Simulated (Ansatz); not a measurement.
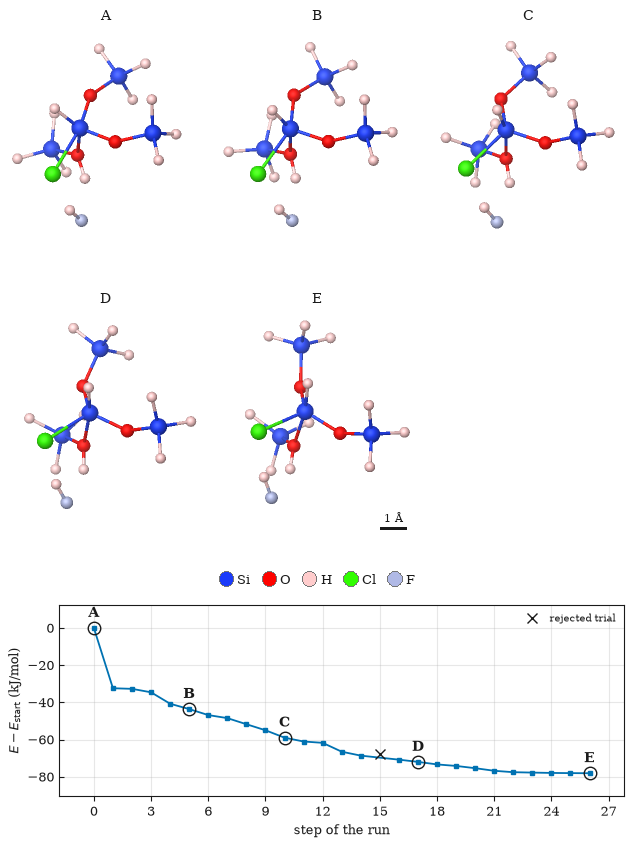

Frames of a constrained relaxation of Si$_{4}$H$_{12}$O$_{3}$ClF, marked on the history of the run. The picture is a ball-and-stick view, seen from a free direction.

The reaction that was planned forms Si1–Cl10, H9–F12, O2–H11 and breaks Si1–O2, H9–Cl10, H11–F12 (atoms numbered from 1 in input order).

Computed with Ansatz, RKS PBE0-D4/def2-SVP. (held fixed: the distance between atoms 1 (Si) and 10 (Cl), the distance between atoms 9 (H) and 12 (F), the distance between atoms 2 (O) and 11 (H), the distance between atoms 1 (Si) and 2 (O), the distance between atoms 9 (H) and 10 (Cl), the distance between atoms 11 (H) and 12 (F), counting from 1; force threshold 0.04 eV/Å; at most 150 steps)

> Describe the path.

The atom that moves furthest after the best rigid fit is an H atom (2.21 Å). By element the largest moves are H 2.21 Å, Si 1.25 Å, F 1.19 Å, Cl 1.02 Å, O 0.82 Å. Among the contacts that change: O–Si 3.279 → 2.592 Å, O–Si 1.617 → 1.677 Å, O–Si 1.674 → 1.725 Å, O–Si 1.641 → 1.685 Å. Among the angles between lasting bonds that change: O–Si–Cl 164.0° → 121.0°, O–Si–H 132.4° → 170.6°, O–Si–Cl 89.7° → 113.6°. Groups turn about O–Si by about 70°, O–Si by about 65°, O–Si by about 35°. Over 25 accepted moves (26 points after the start) the energy falls by 78.1 kJ/mol. The largest force component goes from 0.99 to 0.021 eV/Å. The line search rejected the trial step at point 15 of the run. The run took about 40 s of wall time on a shared GPU. From step 0 to 5: an H atom moves most (0.49 Å), energy −43.6 kJ/mol. From step 5 to 10: an H atom moves most (0.65 Å), energy −15.4 kJ/mol. From step 10 to 17: an H atom moves most (0.81 Å), energy −13.0 kJ/mol. From step 17 to 26: H atoms move most (0.77 Å), energy −6.10 kJ/mol.
